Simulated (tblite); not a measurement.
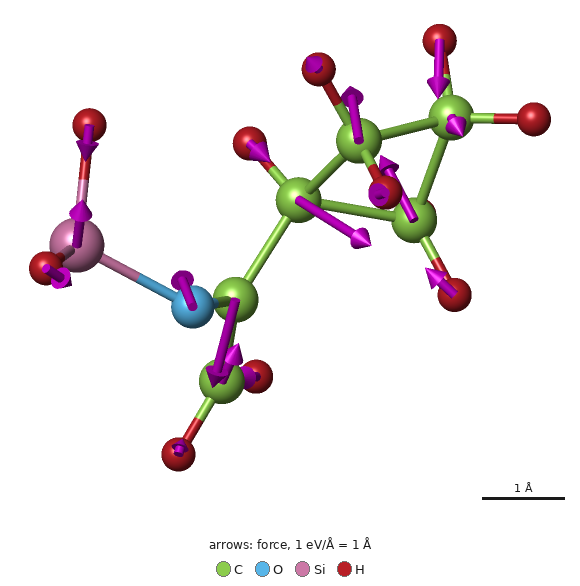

Starting geometry of C6H11OSi (multiplicity 2) with the computed forces as purple arrows. A ball-and-stick model, seen from a free direction.

Theory: GFN2-xTB geometry optimisation, gas phase (tblite 0.8.0). 

**What follows when this structure is relaxed?**

It isn't relaxed: the largest force vector, on a C atom, is 1.49 eV/Å. The final displacements have little in common with the starting forces (cosine between the two patterns 0.19). The energy falls by 0.432 eV in 136 geometry steps. The largest move after the best rigid fit is that of an H atom, 1.26 Å. By element the largest moves are H 1.26 Å, O 0.73 Å, C 0.68 Å, Si 0.62 Å. Among the contacts that change: C–O 1.385 → 1.348 Å, H–Si 1.490 → 1.458 Å, O–Si 1.655 → 1.627 Å, C–C 1.564 → 1.538 Å. Among the angles between lasting bonds that change: C–O–Si 120.2° → 137.2°, O–Si–H 110.1° → 100.2°, H–Si–H 108.8° → 117.2°. Groups turn about C–O by about 65°, C–C by about 50°. The run took 0.82 s on 1 thread of Arm Neoverse V2, with other jobs on the host.
